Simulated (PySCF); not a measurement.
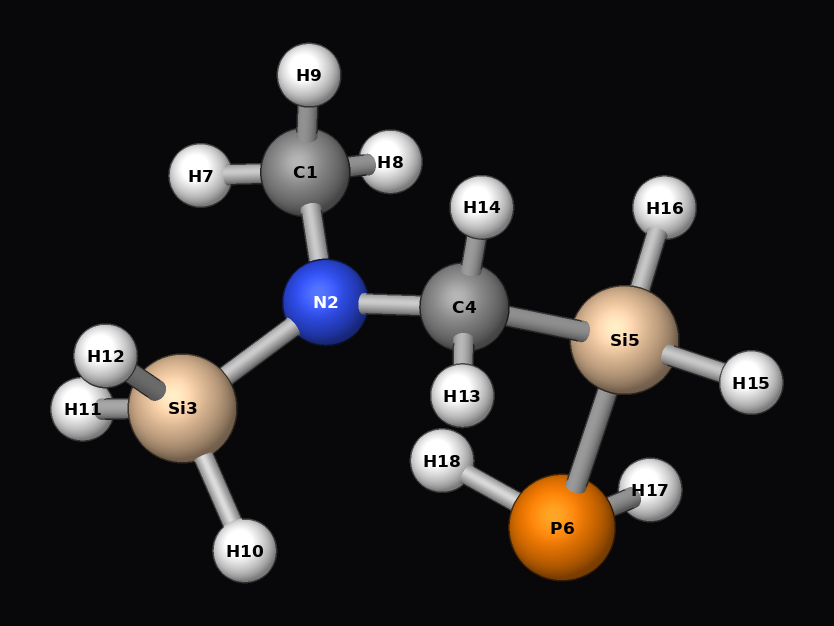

The computed structure is the end point of a GFN2-xTB optimisation. No frequency run is at hand to confirm it as a minimum. Method: GIAO PBE0/pcSseg-1 NMR shielding, non-relativistic, gas phase (PySCF 2.14.0). Principal shieldings σ11 ≤ σ22 ≤ σ33, span Ω = σ33 − σ11, skew κ = 3(σiso − σ22)/Ω.

Give the shielding tensors of the P atoms.

| atom | σ11 | σ22 | σ33 | σiso | Ω | κ |
| --- | --- | --- | --- | --- | --- | --- |
| P6 | 584.9 | 614.9 | 723.3 | 641.1 | 138.4 | 0.57 |

Shieldings and span in ppm.

The geometry is semi-empirical. Around P, Si such bond lengths and angles can be off by a tenth of an ångström or more and by several degrees, and values that hang on the shape move with them.
